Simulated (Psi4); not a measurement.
**Single-point calculation, with input and output: SiH2S2**

SiH2S2, computed with HF/aug-pcseg-2, RHF, dispersion D4 (Psi4 1.11).

The geometry comes from this level: PBE0-D4/def2-TZVP.

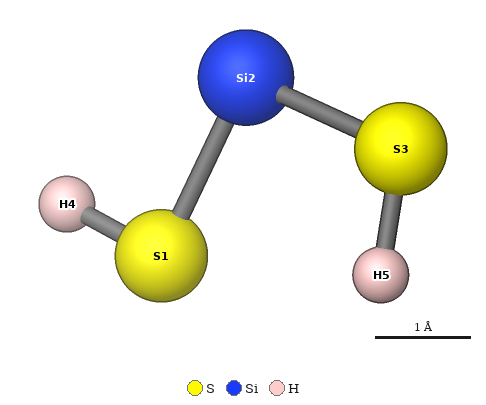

Figure 1. The structure (ball-and-stick view, seen at a tilt; atoms are numbered from 1 in the order of the input). Bond lengths as drawn: H–S 1.34 to 1.35 Å and S–Si 2.14 to 2.15 Å.

Results in brief

- outcome: converged
- total energy: −1085.242996 hartree
- dispersion energy: −0.018774 hartree
- basis functions: 196
- HOMO: −9.45 eV
- LUMO: 0.62 eV
- dipole moment: 1.10 D
- hardware: 1 thread of AMD EPYC (Zen 3), 64 GiB of memory available, shared host
- wall time: 5.1 s
- peak memory: 0.35 GiB

The input (h2s2si.in)
```
memory 1.6 GB

molecule mol {
  S
  Si 1 2.139604
  S 2 2.145206 1 98.16943
  H 1 1.344446 2 94.76132 3 -179.99585
  H 3 1.346381 2 101.23538 1 0.00657
}

set globals {
  basis aug-pcseg-2
  scf_type df
}

energy('hf-d4')
print_variables()
```

Launched with:
```bash
psi4 h2s2si.in h2s2si.out -n 1
```

Log
```
Psi4 1.11 release

   => Loading Basis Set <=

    Name: AUG-PCSEG-2
    Role: ORBITAL
    Keyword: BASIS

   => HF-D4(BJ,EEQ)ATM: Empirical Dispersion <=

        a1 =       0.449592
        a2 =       3.357436
       alp =      16.000000
        s6 =       1.000000
        s8 =       1.616798
        s9 =       1.000000
        ga =       3.000000
        gc =       2.000000
        wf =       6.000000

         ---------------------------------------------------------
                                   SCF
                              RHF Reference
                        1 Threads,   1525 MiB Core
         ---------------------------------------------------------

  ==> Geometry <==

    Molecular point group: c1
    Full point group: C1

    Geometry (in Angstrom), charge = 0, multiplicity = 1:

       Center              X                  Y                   Z               Mass
    ------------   -----------------  -----------------  -----------------  -----------------
         S           -0.000002665797     0.735934357942    -1.480620166111    31.972071174400
         SI          -0.000002665797     0.735934357942     0.658983833889    27.976926534650
         S           -0.000002665797    -1.387502497624     0.963819368003    31.972071174400
         H            0.000094377946     2.075740836010    -1.592216038914     1.007825032230
         H            0.000148762375    -1.834824543366    -0.306080140471     1.007825032230

  Running in c1 symmetry.

  Rotational constants: A =      0.41043  B =      0.09618  C =      0.07792 [cm^-1]
  Rotational constants: A =  12304.28771  B =   2883.41323  C =   2335.99188 [MHz]
  Nuclear repulsion =  175.698378337244407

  Charge       = 0
  Multiplicity = 1
  Electrons    = 48
  Nalpha       = 24
  Nbeta        = 24

  ==> Algorithm <==

  SCF Algorithm Type is DF.
  DIIS enabled.
  MOM disabled.
  Fractional occupation disabled.
  Guess Type is SAD.
  Energy threshold   = 1.00e-06
  Density threshold  = 1.00e-06
  Integral threshold = 1.00e-12

  ==> Primary Basis <==

  Basis Set: AUG-PCSEG-2
    Blend: AUG-PCSEG-2
    Number of shells: 66
    Number of basis functions: 196
    Number of Cartesian functions: 227
    Spherical Harmonics?: true
    Max angular momentum: 3

   => Loading Basis Set <=

    Name: (AUG-PCSEG-2 AUX)
    Role: JKFIT
    Keyword: DF_BASIS_SCF

  ==> Integral Setup <==

  DFHelper Memory: AOs need 0.127 GiB; user supplied 1.118 GiB.
  SCF_SUBTYPE=INCORE selected. In-core MEM_DF algorithm will be used.
  Using in-core AOs.

  ==> MemDFJK: Density-Fitted J/K Matrices <==

    J tasked:                   Yes
    K tasked:                   Yes
    wK tasked:                   No
    Memory [MiB]:              1144
    Algorithm:                 Core
    Schwarz Cutoff:           1E-12
    Mask sparsity (%):       1.9575
    Fitting Condition:        1E-10

   => Auxiliary Basis Set <=

  Basis Set: (AUG-PCSEG-2 AUX)
    Blend: DEF2-UNIVERSAL-JKFIT
    Number of shells: 126
    Number of basis functions: 420
    Number of Cartesian functions: 505
    Spherical Harmonics?: true
    Max angular momentum: 4

  Minimum eigenvalue in the overlap matrix is 1.9049381533E-04.
  Reciprocal condition number of the overlap matrix is 2.2253379629E-05.
    Using symmetric orthogonalization.

  ==> Pre-Iterations <==

  SCF Guess: Superposition of Atomic Densities via on-the-fly atomic UHF (no occupation information).

   -------------------------
    Irrep   Nso     Nmo
   -------------------------
     A        196     196
   -------------------------
    Total     196     196
   -------------------------

  ==> Iterations <==

                           Total Energy        Delta E     RMS |[F,P]|

   @DF-RHF iter SAD: -1084.71555279343102   -1.08472e+03   0.00000e+00
   @DF-RHF iter   1: -1085.18772990249158   -4.72177e-01   1.42479e-03 ADIIS/DIIS
   @DF-RHF iter   2: -1085.23544226136619   -4.77124e-02   5.05085e-04 ADIIS/DIIS
   @DF-RHF iter   3: -1085.24157406748691   -6.13181e-03   1.42127e-04 ADIIS/DIIS
   @DF-RHF iter   4: -1085.24285512342612   -1.28106e-03   4.39030e-05 DIIS
   @DF-RHF iter   5: -1085.24298159783029   -1.26474e-04   1.43698e-05 DIIS
   @DF-RHF iter   6: -1085.24299418527426   -1.25874e-05   4.25570e-06 DIIS
   @DF-RHF iter   7: -1085.24299577720808   -1.59193e-06   1.57851e-06 DIIS
   @DF-RHF iter   8: -1085.24299596875153   -1.91543e-07   4.39724e-07 DIIS
  Energy and wave function converged.

  ==> Post-Iterations <==

    Orbital Energies [Eh]
    ---------------------

    Doubly Occupied:

       1A    -91.916632     2A    -91.911952     3A    -68.775766
       4A     -8.960160     5A     -8.955474     6A     -6.642695
       7A     -6.641854     8A     -6.641409     9A     -6.638160
      10A     -6.637127    11A     -6.636794    12A     -6.163361
      13A     -4.266476    14A     -4.266340    15A     -4.265498
      16A     -1.001609    17A     -0.959905    18A     -0.645908
      19A     -0.580407    20A     -0.515761    21A     -0.442110
      22A     -0.427917    23A     -0.381409    24A     -0.347407

    Virtual:

      25A      0.022648    26A      0.026052    27A      0.035098
      28A      0.037427    29A      0.051788    30A      0.053163
      31A      0.074504    32A      0.081440    33A      0.088210
      34A      0.092856    35A      0.093917    36A      0.102050
      37A      0.112645    38A      0.113484    39A      0.124398
      40A      0.141629    41A      0.156810    42A      0.166299
      43A      0.177090    44A      0.184573    45A      0.194853
      46A      0.205645    47A      0.205812    48A      0.217149
      49A      0.224976    50A      0.239115    51A      0.241373
      52A      0.249552    53A      0.272660    54A      0.272822
      55A      0.284615    56A      0.288119    57A      0.294102
      58A      0.299327    59A      0.309870    60A      0.316100
      61A      0.329180    62A      0.329835    63A      0.342468
      64A      0.346893    65A      0.358463    66A      0.362968
      67A      0.370044    68A      0.372679    69A      0.382815
      70A      0.390660    71A      0.394172    72A      0.424000
      73A      0.429906    74A      0.434392    75A      0.447248
      76A      0.463657    77A      0.476327    78A      0.487675
      79A      0.487698    80A      0.502551    81A      0.503544
      82A      0.513007    83A      0.542786    84A      0.548913
      85A      0.562150    86A      0.565369    87A      0.569954
      88A      0.601188    89A      0.618004    90A      0.622880
      91A      0.631357    92A      0.638246    93A      0.651341
      94A      0.654566    95A      0.668104    96A      0.680459
      97A      0.685787    98A      0.698618    99A      0.703692
     100A      0.717040   101A      0.737888   102A      0.754404
     103A      0.785254   104A      0.791689   105A      0.828041
     106A      0.840035   107A      0.882845   108A      0.907832
     109A      0.922623   110A      0.926017   111A      0.959587
     112A      0.973356   113A      0.976437   114A      0.991280
     115A      0.994972   116A      1.017974   117A      1.050145
     118A      1.064972   119A      1.066935   120A      1.091795
     121A      1.190755   122A      1.239952   123A      1.379452
     124A      1.394462   125A      1.416931   126A      1.444297
     127A      1.475995   128A      1.500032   129A      1.524349
     130A      1.681494   131A      1.748638   132A      1.839535
     133A      1.842941   134A      1.847871   135A      1.868853
     136A      1.924011   137A      1.927493   138A      1.960249
     139A      2.048416   140A      2.061467   141A      2.131726
     142A      2.201047   143A      2.313185   144A      2.344166
     145A      2.356618   146A      2.371483   147A      2.380458
     148A      2.385300   149A      2.387455   150A      2.397371
     151A      2.441844   152A      2.448112   153A      2.458693
     154A      2.476185   155A      2.509628   156A      2.567891
     157A      2.582127   158A      2.629863   159A      2.782472
     160A      2.808505   161A      2.943739   162A      3.018928
     163A      3.536605   164A      3.552174   165A      3.599431
     166A      3.628181   167A      3.718706   168A      3.904817
     169A      3.916326   170A      3.938538   171A      3.954351
     172A      3.966555   173A      4.051226   174A      4.164099
     175A      4.205980   176A      4.219138   177A      4.220057
     178A      4.317745   179A      4.372211   180A      4.434659
     181A      4.639667   182A      4.741395   183A      4.747208
     184A      4.796837   185A      4.853121   186A      5.003244
     187A      5.010718   188A      5.077709   189A      5.088570
     190A      5.157520   191A      5.285055   192A      5.490401
     193A      5.518652   194A     13.661815   195A     26.596953
     196A     26.639399

    Final Occupation by Irrep:
              A
    DOCC [    24 ]
    NA   [    24 ]
    NB   [    24 ]

  @DF-RHF Final Energy: -1085.24299596875153

   => Energetics <=

    Nuclear Repulsion Energy =            175.6983783372444066
    One-Electron Energy =               -1852.6010602035448755
    Two-Electron Energy =                 591.6784603105789984
    Total Energy =                      -1085.2429959687515293

Computation Completed

Properties will be evaluated at   0.000000,   0.000000,   0.000000 [a0]

Properties computed using the SCF density matrix

 Multipole Moments:

 ------------------------------------------------------------------------------------
     Multipole            Electronic (a.u.)      Nuclear  (a.u.)        Total (a.u.)
 ------------------------------------------------------------------------------------

 L = 1.  Multiply by 2.5417464519 to convert [e a0] to [Debye]
 Dipole X            :         -0.0001656            0.0002277            0.0000621
 Dipole Y            :          0.1020274            0.2247018            0.3267292
 Dipole Z            :          1.4967645           -1.7788659           -0.2821013
 Magnitude           :                                                    0.4316632

 ------------------------------------------------------------------------------------

	total time  =          4 seconds =       0.07 minutes

  Variable Map:
  ----------------------------------------------------------------------------
  "CURRENT ENERGY"                                =>   -1085.242995968752
  "CURRENT REFERENCE ENERGY"                      =>   -1085.242995968752
  "DD SOLVATION ENERGY"                           =>       0.000000000000
  "DISPERSION CORRECTION ENERGY"                  =>      -0.018774413030
  "HF KINETIC ENERGY"                             =>    1087.422813668594
  "HF POTENTIAL ENERGY"                           =>   -2172.665809637345
  "HF TOTAL ENERGY"                               =>   -1085.224221555722
  "HF VIRIAL RATIO"                               =>       1.997995427655
  "HF-D4(BJ,EEQ)ATM DISPERSION CORRECTION ENERGY" =>      -0.018774413030
  "NUCLEAR REPULSION ENERGY"                      =>     175.698378337244
  "ONE-ELECTRON ENERGY"                           =>   -1852.601060203545
  "PCM POLARIZATION ENERGY"                       =>       0.000000000000
  "PE ENERGY"                                     =>       0.000000000000
  "SCF ITERATION ENERGY"                          =>   -1085.242995968752
  "SCF ITERATIONS"                                =>       8.000000000000
  "SCF TOTAL ENERGY"                              =>   -1085.242995968752
  "TWO-ELECTRON ENERGY"                           =>     591.678460310579

  Array Variable Map:
  ----------------------------------------------------------------------------
  "CURRENT DIPOLE"                                =>       0.000062111218 ... -0.282101312976 1 by 3
  "SCF DIPOLE"                                    =>       0.000062111218 ... -0.282101312976 1 by 3
  "SCF TOTAL ENERGIES"                            =>   -1084.715552793431 ... -1085.242995968752 1 by 9

    Psi4 run time: 0:00:03.87
```

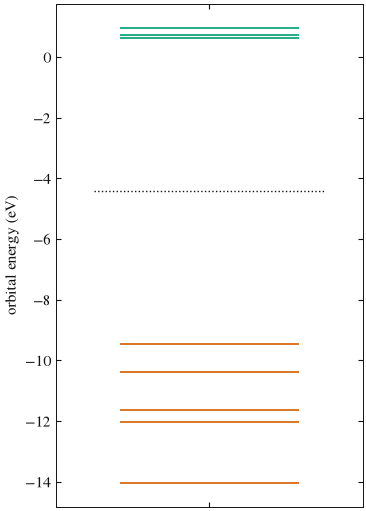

Figure 2. Orbital energies near the frontier; the dotted line parts filled from empty levels, and levels within 0.02 eV of each other stand side by side. Highest filled −9.45 eV, lowest empty 0.62 eV, 10.07 eV apart.
